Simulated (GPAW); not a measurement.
# Core-hole calculation of the Mg K edge in MgNi3C (Pm-3m)

What does one-electron theory with a core hole give for the Mg K edge of MgNi3C (Pm-3m)?

Main program and level: GPAW 26.7.0; X-ray absorption from dipole matrix elements to empty bands, plane-wave PAW LDA.

## Step 1: The starting structure

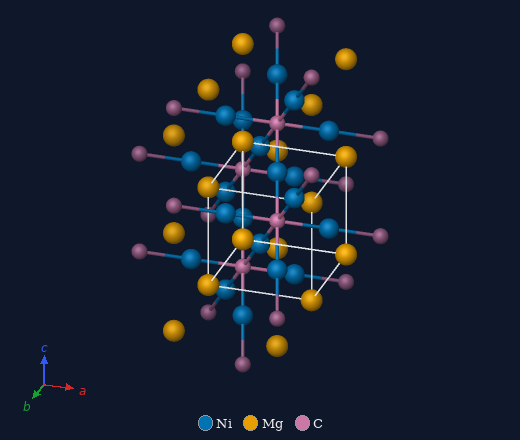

Start, viewed from a free direction; nickel blue, magnesium orange, carbon pink. 1×2×2 cells are drawn. Some periodic images of atoms are drawn too.

As a file:

```xyz
5
Lattice="3.8089 0.0000 0.0000 0.0000 3.8089 0.0000 0.0000 0.0000 3.8089" Properties=species:S:1:pos:R:3 pbc="T T T"
Ni    1.9044    1.9044    0.0000
Ni    1.9044    0.0000    1.9044
Ni    0.0000    1.9044    1.9044
Mg    0.0000    0.0000    0.0000
C     1.9044    1.9044    1.9044
```

## Step 2: The field without a hole

A plain self-consistent run shows whether there is a gap and which moments survive; both decide the set-up of the core-hole run.

scf.py

```python
import numpy as np
from ase import Atoms
from ase.parallel import parprint, paropen
from gpaw import GPAW, PW, FermiDirac, Mixer, MixerDif, setup_paths
from gpaw.test import gen
setup_paths.insert(0, '.')
gen('Mg', name='nch1s', xcname='LDA', corehole=(1, 0, 0), write_xml=True)
from gpaw.mpi import world
world.barrier()

atoms = Atoms('Ni3MgC',
    cell=[[3.8089, 0, 0],
     [0, 3.8089, 0],
     [0, 0, 3.8089]],
    scaled_positions=[[0.5, 0.5, 0],
     [0.5, 0, 0.5],
     [0, 0.5, 0.5],
     [0, 0, 0],
     [0.5, 0.5, 0.5]],
    magmoms=[2.0, 2.0, 2.0, 0.0, 0.0],
    pbc=True)
atoms.calc = calc = GPAW(legacy_gpaw=True, mode=PW(430, force_complex_dtype=True), xc='LDA', setups={3: 'nch1s'},
    kpts={'size': (7, 7, 7), 'gamma': True}, occupations=FermiDirac(0.05),
    charge=0, mixer=MixerDif(0.05, 8, 50), maxiter=150,
    convergence={'density': 0.0001, 'eigenstates': 1e-6}, txt='scf.txt')
energy = atoms.get_potential_energy() + calc.get_reference_energy()
ef = calc.get_fermi_level()
out = dict(energy=energy, fermi=ef, forces=atoms.get_forces().tolist(), magmoms=atoms.get_magnetic_moments().tolist())
parprint(f'all-electron energy {energy:.4f} eV, Fermi level {ef:.4f} eV')
ev = np.array([[calc.get_eigenvalues(k, s) for k in range(len(calc.get_ibz_k_points()))] for s in range(calc.get_number_of_spins())])
out['homo'], out['lumo'], out['counts'] = ev[ev < ef].max(), ev[ev > ef].min(), sorted(set((ev < ef).sum((0, 2)).tolist()))
out['filled'] = (ev[:, 0] < ef).sum(1).tolist()
import json
with paropen('out.json', 'w') as f:
    json.dump(out, f)
```

Command:

```bash
OMP_NUM_THREADS=1 mpirun -n 4 gpaw python scf.py
```

Numbers of over 12 decimals in the logs are rounded to 6 here.

The program printed:

```text
Input parameters:
  convergence: {density: 0.0001,
                eigenstates: 1e-06}
  kpts: {gamma: True,
         size: (7, 7, 7)}
  maxiter: 150
  mixer: {backend: pulay,
          beta: 0.05,
          method: difference,
          nmaxold: 8,
          weight: 50}
  mode: {ecut: 430.0,
         force_complex_dtype: True,
         name: pw}
  occupations: {fixmagmom: False,
                name: fermi-dirac,
                width: 0.05}
  setups: {3: nch1s}

Initialize ...

[... PAW data sets ...]

Reference energy: -130347.820164  # eV

Spin-polarized calculation.
Initial magnetic moment: 6.000000

[... convergence settings ...]
Symmetries present (total): 48
  [... symmetry matrices ...]

343 k-points: 7 x 7 x 7 Monkhorst-Pack grid
20 k-points in the irreducible part of the Brillouin zone
       k-points in crystal coordinates                weights
   0:     0.00000000    0.00000000    0.00000000          1/343
   1:     0.14285714    0.00000000    0.00000000          6/343
   2:     0.14285714    0.14285714    0.00000000         12/343
   3:     0.14285714    0.14285714    0.14285714          8/343
   4:     0.28571429    0.00000000    0.00000000          6/343
   5:     0.28571429    0.14285714    0.00000000         24/343
   6:     0.28571429    0.14285714    0.14285714         24/343
   7:     0.28571429    0.28571429    0.00000000         12/343
   8:     0.28571429    0.28571429    0.14285714         24/343
   9:     0.28571429    0.28571429    0.28571429          8/343
          ...
  19:     0.42857143    0.42857143    0.42857143          8/343

Wave functions: Plane wave expansion
  Cutoff energy: 430.000 eV
  Number of coefficients (min, max): 1094, 1141
  Pulay-stress correction: 0.000000 eV/Ang^3 (de/decut=0.000000)
  Using FFTW library
  Wavefunction extrapolation:
    Improved wavefunction reuse through dual PAW basis

Occupation numbers: Fermi-Dirac:
  width: 0.0500  # eV

Eigensolver
   Davidson(niter=2)

Densities:
  Coarse grid: 20*20*20 grid
  Fine grid: 40*40*40 grid
  Total Charge: 0.000000

Density mixing:
  Method: difference
  Backend: pulay
  Linear mixing parameter: 0.05
  old densities: 8
  Width of damping distribution: 1.1
  Damping of long wavelength oscillations: 50

[... Hamiltonian set-up ...]
Number of atoms: 5
Number of atomic orbitals: 48
Number of bands in calculation: 45
Number of valence electrons: 62
Bands to converge: occupied

... initialized

Initializing position-dependent things.

Density initialized from atomic densities
Creating initial wave functions:
  45 bands from LCAO basis set

Positions:
   0 Ni     1.904450    1.904450    0.000000    ( 0.0000,  0.0000,  2.0000)
   1 Ni     1.904450    0.000000    1.904450    ( 0.0000,  0.0000,  2.0000)
   2 Ni     0.000000    1.904450    1.904450    ( 0.0000,  0.0000,  2.0000)
   3 Mg     0.000000    0.000000    0.000000    ( 0.0000,  0.0000,  0.0000)
   4 C      1.904450    1.904450    1.904450    ( 0.0000,  0.0000,  0.0000)

Unit cell:
           periodic     x           y           z      points  spacing
  1. axis:    yes    3.808900    0.000000    0.000000    20     0.1904
  2. axis:    yes    0.000000    3.808900    0.000000    20     0.1904
  3. axis:    yes    0.000000    0.000000    3.808900    20     0.1904

  Lengths:   3.808900   3.808900   3.808900
  Angles:   90.000000  90.000000  90.000000

Effective grid spacing dv^(1/3) = 0.1904

iter:   1   -37.673550                   +6.0066
iter:   2   -38.432499   -0.53  -1.40    +3.2108
iter:   3   -37.959061   -1.05  -1.47    +1.3906
iter:   4   -37.949379   -2.34  -1.87    +0.9892
iter:   5   -37.991258   -2.86  -1.95    +0.3149
iter:   6   -38.063595   -2.73  -2.07    -0.0574
iter:   7   -38.011781   -2.79  -2.13    -0.0709
iter:   8   -38.012576   -4.32  -2.65    -0.0625
iter:   9   -38.008210c  -4.24  -2.71    -0.0508
iter:  10   -38.007720c  -5.47  -3.47    -0.0480
iter:  11   -38.007754c  -6.06c -3.78    -0.0319
iter:  12   -38.007778c  -6.21c -4.26c   +0.0022

Converged after 12 iterations.

Dipole moment: (-0.000000, -0.000000, -0.000000) |e|*Ang

Total magnetic moment: (0.000000, 0.000000, 0.002230)
Local magnetic moments:
   0 Ni ( 0.000000,  0.000000,  0.000866)
   1 Ni ( 0.000000,  0.000000,  0.000866)
   2 Ni ( 0.000000,  0.000000,  0.000866)
   3 Mg ( 0.000000,  0.000000, -0.000021)
   4 C  ( 0.000000,  0.000000, -0.000115)

Energy contributions relative to reference atoms: (reference = -130347.820164)

Kinetic:        +23.059548
Potential:      -15.164446
External:        +0.000000
XC:             -45.959203
Entropy (-ST):   -0.037364
Local:           +0.075006
SIC:             +0.000000
--------------------------
Free energy:    -38.026460
Extrapolated:   -38.007778

Spin contamination: 0.000345 electrons
Showing only first 2 kpts
                      Up                     Down
 Kpt  Band  Eigenvalues  Occupancy  Eigenvalues  Occupancy
  0    29      6.72467    1.00000      6.72571    1.00000
  0    30      6.72467    1.00000      6.72571    1.00000
  0    31      7.00791    0.99990      7.00885    0.99990
  0    32     10.87147    0.00000     10.87200    0.00000

  1    29      6.85919    0.99999      6.86014    0.99999
  1    30      6.85919    0.99999      6.86014    0.99999
  1    31      6.93645    0.99998      6.93737    0.99998
  1    32     11.00036    0.00000     11.00084    0.00000

Fermi level: 7.46834

No gap
No difference between direct/indirect transitions

Forces in eV/Ang:
  0 Ni    0.00000    0.00000    0.00000
  1 Ni    0.00000    0.00000    0.00000
  2 Ni    0.00000    0.00000    0.00000
  3 Mg   -0.00000   -0.00000   -0.00000
  4 C    -0.00000    0.00000   -0.00000
Scalar-relativistic atomic LDA calculation for Mg (Magnesium, Z=12)
Core hole in 1s state (1s occupation: 2.0)
450 radial gridpoints.
|------------------------------------------------|
|------------------------------------------------|
[... the atom generator's iteration count ...]

Energy contributions:
-------------------------
Kinetic:     +199.421891
XC:           -15.478236
Potential:   -383.390681
-------------------------
Total:       -199.447026

state      eigenvalue         ekin         rmax
-----------------------------------------------
1s^2.0 :   -46.058148    66.987568        0.085
2s^2.0 :    -2.913890     8.631240        0.548
2p^6.0 :    -1.717103     7.802539        0.477
3s^2.0 :    -0.175717     0.684522        2.514
3p^0.0 :    -0.050476     0.349037        3.500
-----------------------------------------------
(units: Bohr and Hartree)

Generating PAW setup
Kinetic energy of the core from tauc = 134.219440
Cutoffs:
rc(s)=2.060
rc(p)=2.050
rc(d)=1.960
rc(vbar)=2.000
rc(comp)=1.950
rc(nct)=2.060

Kinetic energy of the core states: 133.975135
Charge: 0.0
Core electrons: 2.0
Valence electrons: 10.0
Pseudo-core charge: 0.000000
Shape function alpha=2.630
Pseudo-electron charge 2.915379
state    eigenvalue         norm
--------------------------------
2s(2) :    -2.913890     0.147237
3s(2) :    -0.175717     1.006311
2p(6) :    -1.717103     0.101380
3p(0) :    -0.050476     0.993759
*d    :     0.000000
--------------------------------

Diagonalizing with gridspacing h=0.050

state   all-electron     PAW
-------------------------------
2s:      -2.913890    -2.914469
2p:      -1.717103    -1.717995
*d:                    0.032132
*f:                    0.068122
-------------------------------
all-electron energy -130385.8279 eV, Fermi level 7.4683 eV
```

Wall time 13 s (4 MPI ranks of Intel Xeon Platinum 8488C (Sapphire Rapids), shared host); peak memory 0.24 GiB; 51 s of CPU time.

The mesh shows no gap, so the system is treated as a metal and the core electron is put at the Fermi level (neutral cell).

## Step 3: Spectrum without a core hole, Mg atom 4

This cheap baseline ignores the attraction of the hole: it shows the absorber's empty states as they are in the ground state. The data set with a hole of occupation 0 only carries the core orbital.

The absorber has 12 Ni at 2.69 Å (cuboctahedral, site symmetry m-3m).

xas.py

```python
import numpy as np
from ase import Atoms
from ase.parallel import parprint, paropen
from gpaw import GPAW, PW, FermiDirac, Mixer, MixerDif, setup_paths
from gpaw.test import gen
setup_paths.insert(0, '.')
gen('Mg', name='nch1s', xcname='LDA', corehole=(1, 0, 0), write_xml=True)
from gpaw.mpi import world
world.barrier()

atoms = Atoms('Ni3MgC',
    cell=[[3.8089, 0, 0],
     [0, 3.8089, 0],
     [0, 0, 3.8089]],
    scaled_positions=[[0.5, 0.5, 0],
     [0.5, 0, 0.5],
     [0, 0.5, 0.5],
     [0, 0, 0],
     [0.5, 0.5, 0.5]],
    magmoms=[2.0, 2.0, 2.0, 0.0, 0.0],
    pbc=True)
atoms.calc = calc = GPAW(legacy_gpaw=True, mode=PW(430, force_complex_dtype=True), xc='LDA', setups={3: 'nch1s'},
    kpts={'size': (9, 9, 9), 'gamma': True}, occupations=FermiDirac(0.1),
    charge=0, mixer=MixerDif(0.05, 8, 50), maxiter=150,
    convergence={'density': 0.0001, 'eigenstates': 1e-6}, txt='scf.txt')
energy = atoms.get_potential_energy() + calc.get_reference_energy()
ef = calc.get_fermi_level()
out = dict(energy=energy, fermi=ef, forces=atoms.get_forces().tolist(), magmoms=atoms.get_magnetic_moments().tolist())
parprint(f'all-electron energy {energy:.4f} eV, Fermi level {ef:.4f} eV')
ev = np.array([[calc.get_eigenvalues(k, s) for k in range(len(calc.get_ibz_k_points()))] for s in range(calc.get_number_of_spins())])
out['homo'], out['lumo'], out['counts'] = ev[ev < ef].max(), ev[ev > ef].min(), sorted(set((ev < ef).sum((0, 2)).tolist()))
out['filled'] = (ev[:, 0] < ef).sum(1).tolist()

from ase.units import Ha
from gpaw.xas import dipole_matrix_elements
nb = int(calc.get_number_of_electrons() / 2) + 51
top = nb
nscf = calc.fixed_density(kpts={'size': (8, 8, 8), 'gamma': True},
    convergence={'eigenstates': 1.0}, txt='nscf.txt')
nscf.diagonalize_full_hamiltonian(nbands=nb)
cell = atoms.cell.array
ops = [cell.T @ U.T @ np.linalg.inv(cell.T) for U in nscf.wfs.kd.symmetry.op_scc]
E = np.arange(-25, 34, 0.1)
fwhm = np.interp(E, [4, 25], [0.9, 3.5])
Y, X, zero, highest = 0, 0, 1e9, 1e9
for spin in range(nscf.get_number_of_spins()):
    wfs = nscf.wfs
    mine = wfs.bd.get_slice()  # this rank's bands
    A = dipole_matrix_elements(wfs.setups[3])
    eps = np.zeros((wfs.kd.nibzkpts, nb))
    d = np.zeros((3, A.shape[1], wfs.kd.nibzkpts, nb), complex)
    for kpt in wfs.kpt_u:
        if kpt.s == spin and 3 in kpt.P_ani:
            eps[kpt.k, mine] = kpt.eps_n * Ha
            d[:, :, kpt.k, mine] = (kpt.weight * wfs.nspins / 2) ** 0.5 * np.inner(A, kpt.P_ani[3])
    world.sum(eps)
    world.sum(d)
    T = np.einsum('amkn,bmkn->abkn', d, d.conj()).real
    T = sum(np.einsum('ai,ijkn,bj->abkn', R, T, R) for R in ops) / len(ops)
    empty = eps > ef
    zero, highest = min(zero, eps[empty].min()), min(highest, eps[:, top - 1].min())
    lines = [(eps, T, empty)] if spin == 0 else lines + [(eps, T, empty)]
for eps, T, empty in lines:
    f = np.einsum('aakn->akn', T).reshape(3, -1)
    x = eps.ravel() - zero
    w = np.interp(x, E, fwhm) / 2.35482
    g = np.exp(-0.5 * ((E[:, None] - x) / w) ** 2) / (w * (2 * np.pi) ** 0.5)
    Y = Y + (f * empty.ravel()) @ g.T
    X = X + (f * ~empty.ravel()) @ g.T
out.update(E=E.round(2).tolist(), xas=Y.tolist(), xes=X.tolist(), zero=zero, valid=highest - zero, nk=len(eps), nb=nb)
for i in range(0, len(E), 10):
    parprint(f'{E[i]:7.2f}', *(f'{v:10.3e}' for v in Y[:, i]))
import json
with paropen('out.json', 'w') as f:
    json.dump(out, f)
```

Command:

```bash
OMP_NUM_THREADS=1 mpirun -n 4 gpaw python xas.py
```

The program printed:

```text
Input parameters:
  convergence: {density: 0.0001,
                eigenstates: 1e-06}
  kpts: {gamma: True,
         size: (9, 9, 9)}
  maxiter: 150
  mixer: {backend: pulay,
          beta: 0.05,
          method: difference,
          nmaxold: 8,
          weight: 50}
  mode: {ecut: 430.0,
         force_complex_dtype: True,
         name: pw}
  occupations: {fixmagmom: False,
                name: fermi-dirac,
[...]
2s:      -2.913890    -2.914469
2p:      -1.717103    -1.717995
*d:                    0.032132
*f:                    0.068122
-------------------------------
all-electron energy -130385.8332 eV, Fermi level 7.5027 eV
 -25.00 6.392e-253 6.392e-253 6.392e-253
 -24.00 3.616e-243 3.616e-243 3.616e-243
 -23.00 1.307e-233 1.307e-233 1.307e-233
 -22.00 3.019e-224 3.019e-224 3.019e-224
[...]
32.00  6.719e-06  6.719e-06  6.719e-06
  33.00  7.024e-06  7.024e-06  7.024e-06
[key lines of the parts left out:]
Converged after 12 iterations.
Dipole moment: (-0.000000, -0.000000, -0.000000) |e|*Ang
Free energy:    -38.077474
Fermi level: 7.50268
```

Elapsed: 65 s, on 4 MPI ranks; peak memory 0.44 GiB.

The Mg K spectrum, Mg atom 4, no core hole (energy from the lowest empty level; intensity scaled to a mean of 1 over the first 20 eV):

| E (eV) | intensity |
| --- | --- |
| -2.0 | 0.00 |
| -0.5 | 0.03 |
| 1.0 | 0.14 |
| 2.5 | 0.34 |
| 4.0 | 1.46 |
| 5.5 | 1.56 |
| 7.0 | 1.04 |
| 8.5 | 0.59 |
| 10.0 | 0.73 |
| 11.5 | 0.76 |
| 13.0 | 0.67 |
| 14.5 | 0.88 |
| 16.0 | 1.43 |
| 17.5 | 1.94 |
| 19.0 | 1.73 |
| 20.5 | 1.67 |
| 22.0 | 1.36 |
| 23.5 | 1.02 |
| 25.0 | 0.81 |
| 26.5 | 0.62 |
| 28.0 | 0.54 |
| 29.5 | 0.53 |
| 31.0 | 0.45 |

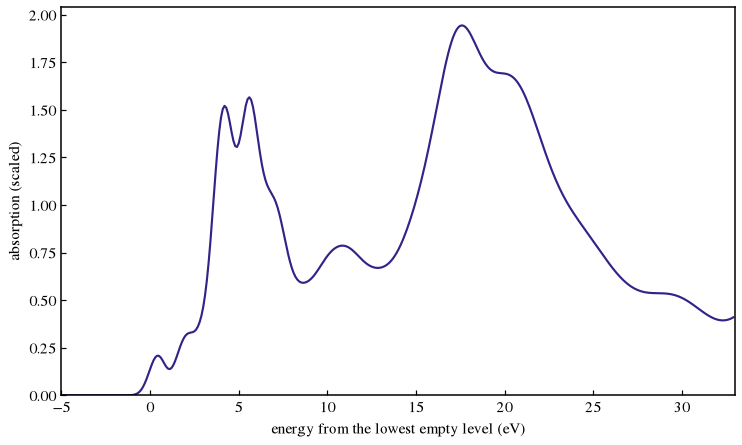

The Mg K edge, Mg atom 4, no core hole: main maxima at 4.2, 5.6 and 17.6 eV.

Main maxima below 24 eV (height): 0.4 eV (0.21), 4.2 eV (1.52), 5.6 eV (1.57), 10.9 eV (0.79) and 17.6 eV (1.94). A K edge sees empty p states on the absorber.

The same matrix elements for filled bands give the Mg K emission of Mg atom 4 (ground-state approximation; energy from the lowest empty level, largest value 1):

| E (eV) | emission |
| --- | --- |
| -24.0 | 0.00 |
| -22.5 | 0.00 |
| -21.0 | 0.00 |
| -19.5 | 0.00 |
| -18.0 | 0.00 |
| -16.5 | 0.00 |
| -15.0 | 0.00 |
| -13.5 | 0.00 |
| -12.0 | 0.01 |
| -10.5 | 0.00 |
| -9.0 | 0.00 |
| -7.5 | 0.04 |
| -6.0 | 0.10 |
| -4.5 | 0.13 |
| -3.0 | 1.00 |
| -1.5 | 0.28 |
| 0.0 | 0.16 |
| 1.5 | 0.00 |
| 3.0 | 0.00 |

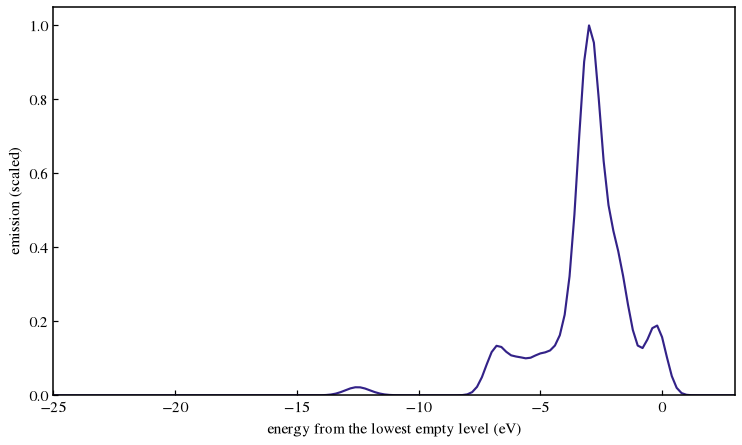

X-ray emission from the filled bands.

Emission maxima: -3.0 eV (1.00) and -0.2 eV (0.19).

## Step 4: Supercell without a hole, the energy reference

The photon energy needs a difference of total energies, so the cell and mesh of the coming hole run are first run without a hole.

Changes to scf.py since step 2:

```diff
@@ -10,15 +10,20 @@
 
-atoms = Atoms('Ni3MgC',
-    cell=[[3.8089, 0, 0],
-     [0, 3.8089, 0],
-     [0, 0, 3.8089]],
-    scaled_positions=[[0.5, 0.5, 0],
+atoms = Atoms('Ni6Mg2C2',
+    cell=[[3.8089, 0, 3.8089],
+     [0, 3.8089, 3.8089],
+     [-3.8089, 0, 3.8089]],
+    scaled_positions=[[0, 0.5, 0.5],
+     [0.5, 0.5, 0],
+     [0.5, 0, 0],
+     [0, 0, 0.5],
+     [0, 0.5, 0],
+     [0.5, 0.5, 0.5],
+     [0, 0, 0],
      [0.5, 0, 0.5],
-     [0, 0.5, 0.5],
-     [0, 0, 0],
-     [0.5, 0.5, 0.5]],
-    magmoms=[2.0, 2.0, 2.0, 0.0, 0.0],
+     [0.25, 0.5, 0.75],
+     [0.75, 0.5, 0.25]],
+    magmoms=[2.0, 2.0, 2.0, 2.0, 2.0, 2.0, 0.0, 0.0, 0.0, 0.0],
     pbc=True)
-atoms.calc = calc = GPAW(legacy_gpaw=True, mode=PW(430, force_complex_dtype=True), xc='LDA', setups={3: 'nch1s'},
-    kpts={'size': (7, 7, 7), 'gamma': True}, occupations=FermiDirac(0.05),
+atoms.calc = calc = GPAW(legacy_gpaw=True, mode=PW(430, force_complex_dtype=True), xc='LDA', setups={6: 'nch1s'},
+    kpts={'size': (7, 7, 7), 'gamma': True}, occupations=FermiDirac(0.1),
     charge=0, mixer=MixerDif(0.05, 8, 50), maxiter=150,
```

Command:

```bash
OMP_NUM_THREADS=1 mpirun -n 4 gpaw python scf.py
```

The program printed:

```text
Input parameters:
  convergence: {density: 0.0001,
                eigenstates: 1e-06}
  kpts: {gamma: True,
         size: (7, 7, 7)}
  maxiter: 150
  mixer: {backend: pulay,
          beta: 0.05,
          method: difference,
          nmaxold: 8,
          weight: 50}
  mode: {ecut: 430.0,
         force_complex_dtype: True,
         name: pw}
  occupations: {fixmagmom: False,
                name: fermi-dirac,
[...]
2s(2) :    -2.913890     0.147237
3s(2) :    -0.175717     1.006311
2p(6) :    -1.717103     0.101380
3p(0) :    -0.050476     0.993759
*d    :     0.000000
--------------------------------

Diagonalizing with gridspacing h=0.050

state   all-electron     PAW
-------------------------------
2s:      -2.913890    -2.914469
2p:      -1.717103    -1.717995
*d:                    0.032132
*f:                    0.068122
-------------------------------
all-electron energy -260771.6756 eV, Fermi level 7.5027 eV
[key lines of the parts left out:]
Converged after 12 iterations.
Dipole moment: (-0.000000, -0.000000, -0.000000) |e|*Ang
Free energy:    -76.161623
Fermi level: 7.50273
```

The job ended after 53 s (4 MPI ranks; peak memory 0.41 GiB; 3.5 min of CPU time).

Reference energy: -260771.676 eV with the cores included.

(Continued in part 2 of 2.)

[Banner, clock and machine lines of the logs are left out without a mark of their own.]

[Logs are printed without paths, hosts, clocks, repeated set-up lines and the standing remarks that a program may print on its own settings, such as how far it seeks lower states.]

[Hosts, paths, dates, database ids (printed as entryN), source tags and the programs' standing remarks are cut or masked in the printed files.]

[Lists of maxima count a maximum above −3 eV only where it reaches 4 % of the highest in the window and stands out from its surroundings by 2 % of it (1.5 % where it reaches 55 %); shoulders and weaker maxima are passed over, and of the rest the first, up to two pre-edge ones and the few strongest are named.]
